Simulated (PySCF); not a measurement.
# C5H14OSi2 (SMILES C[SiH2]C[C@H]([SiH3])C(C)=O): what the fields show

```tsv
atom	x (Å)	y (Å)	z (Å)
C	3.5471	-0.5419	-0.0343
Si	1.7845	-0.4982	-0.7290
C	0.6913	0.5704	0.4077
C	-0.7744	0.5424	-0.0248
Si	-1.7948	1.7736	1.0410
C	-1.3862	-0.8015	0.1836
C	-2.4662	-1.1752	-0.8049
O	-1.0618	-1.5366	1.0888
H	3.5755	-1.0312	0.9346
H	3.9549	0.4572	0.0882
H	4.2096	-1.0881	-0.6977
H	1.2433	-1.8543	-0.8537
H	1.7827	0.1246	-2.0654
H	1.0514	1.6012	0.4168
H	0.7555	0.2045	1.4328
H	-0.8652	0.8268	-1.0756
H	-1.2118	3.0997	0.8297
H	-1.7040	1.3871	2.4442
H	-3.1890	1.7685	0.5911
H	-1.9889	-1.4524	-1.7442
H	-3.0368	-2.0247	-0.4377
H	-3.1271	-0.3325	-0.9919
```

Geometry: GFN2-xTB.

Level of theory: PBE0/pcSseg-1, SCF density, gas phase, non-relativistic (PySCF).

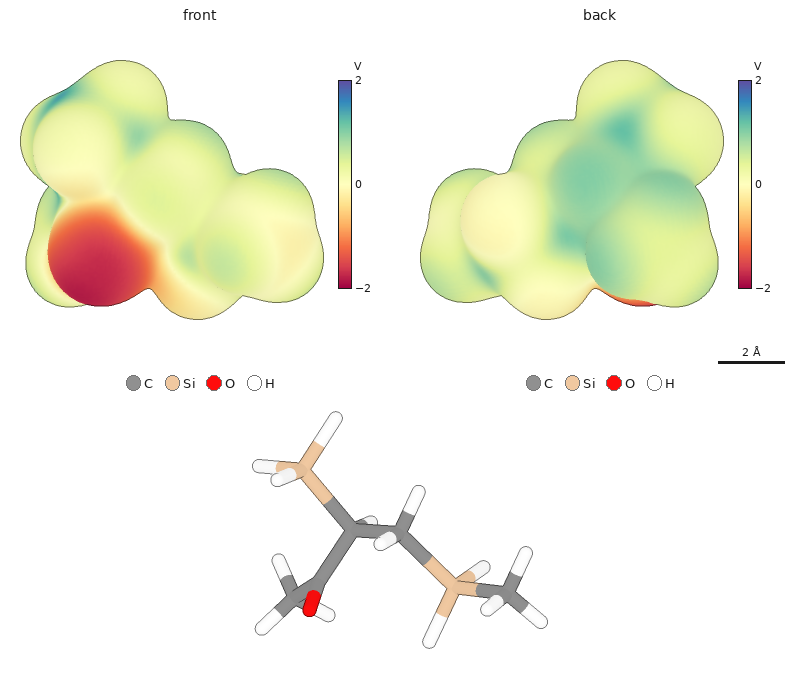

Figure 1. The electrostatic potential painted on the density surface at 0.002 e/bohr³, seen from the front and from behind; the colour scale runs from red (negative) to blue (positive). The bare structure is drawn below in the same view.

> Describe the electrostatic potential map.

The most negative region (about −1.8 V) lies over O8, the most positive (about +1.2 V) over Si5. O8 is the likeliest acceptor of a hydrogen bond.

> How polar is the molecule by this calculation?

Its dipole moment is 2.33 D.

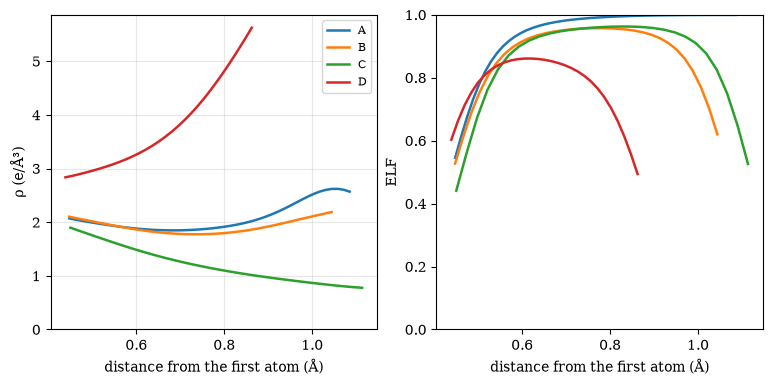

Figure 2. Electron density and ELF along straight lines between neighbouring atoms. The curves leave out the atomic cores.

> Which curve belongs to which contact (C–C, C–H, C–O and C–Si)? The first atom named is at distance zero.

Curve A: C–H (1.09 Å): ρ is about 1.9 e/Å³ halfway; the ELF climbs to about 1 towards the hydrogen, as it does in any bond to H (a covalent bond by its length). Curve B: C–C (1.49 Å): ρ at the midpoint is about 1.8 e/Å³; the ELF peaks at about 0.95 between the atoms: localised, covalent bonding. Curve C: C–Si (1.90 Å): the density is about 0.92 e/Å³ at the midpoint; the ELF peaks at about 0.95 between the atoms (localised, covalent bonding). Curve D: C–O (1.21 Å): ρ at the midpoint is about 3.3 e/Å³; the ELF peaks at about 0.85 between the atoms (a multiple bond).
